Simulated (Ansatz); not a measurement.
Input

```
crystal:
  lattice:
    - [2.9103981984, -4.3229173264, 0.0]
    - [2.9103981984, 4.3229173264, 0.0]
    - [0.0, 0.0, 2.9467354666]
  atoms:
    - { symbol: Ni, position: [0.0, 0.0, 0.0], spin: 0.95 }
    - { symbol: Ni, position: [0.5, 0.5, 0.5] }
    - { symbol: "N", position: [0.680764463, 0.680764463, 0.0] }
    - { symbol: "N", position: [0.319235537, 0.319235537, 0.0] }
    - { symbol: F, position: [0.1492613367, 0.8507386633, 0.5] }
    - { symbol: F, position: [0.8507386633, 0.1492613367, 0.5] }
basis:
  ecutwfc: 420
kpoints:
  mp_grid: { grid: [8, 8, 12] }
hamiltonian:
  xc: pbe
scf:
  occupations: { method: gaussian, width: 0.1 }
output:
  forces: true
  stress: true
  eigenvalues: true
  populations: true
  write_density: true
  write_potential: true
  elf: true
  volumetric_format: npy
magnetization:
  spin_polarized: true
relax:
  adjacent_minimum: "off"
  f_tol: 0.01
  max_steps: 80
  cell: { stress_tol: 0.05 }
```

Launched as:

```sh
ansatz run input.yaml --threads 1 --pin off --max-ram 2560MiB --backend cpu --events-out ev --progress --plain --runs-dir out
```

Below, planes, directions and counts refer to the conventional cell (a = 5.82 Å, b = 8.80 Å, c = 2.95 Å, α = 90.00°, β = 90.00°, γ = 90.00°).

The fields are those of the run's last geometry, not of the input's.

Space group Cmmm; a structure generated by program, which may or may not match a known phase; spin-polarised.

Method: Ansatz 0.2.0, DFT PBE, scalar-relativistic, plane waves, PAW.

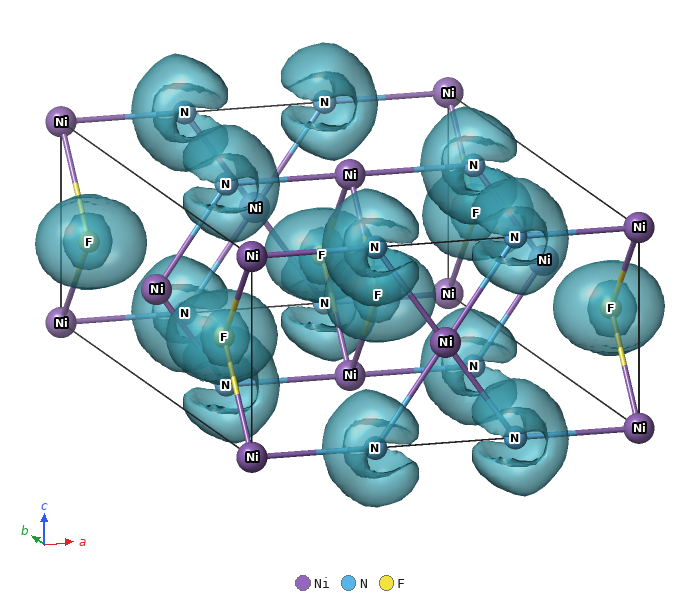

NiNF. Isosurface of the electron localisation function at 0.75 (cyan), seen slightly off an axis. Core shells and regions of very low density are left out. Sticks mark near contacts.

Core electrons are frozen (PAW), and the valence fields are smoothed inside the atomic spheres.

Question: Identify the bonds, lone pairs and shells in this picture.

Answer: The surface consists of four regions wrapped around F (the valence shell of each) and four regions wrapped around N (the valence shell of each), counted in one cell of 12 atoms. Regions shared between cells count once.

Values along the shortest contacts:
Ni–N (1.81 Å): the ELF peaks at about 0.85 in the valence shell of N, 0.6 Å from its nucleus, and is about 0.35 at the midpoint. Ni–F (1.96 Å): the ELF peaks at about 0.80 in the valence shell of F, 0.6 Å from its nucleus, and is about 0.15 at the midpoint: no shared electron pair shows on this line.
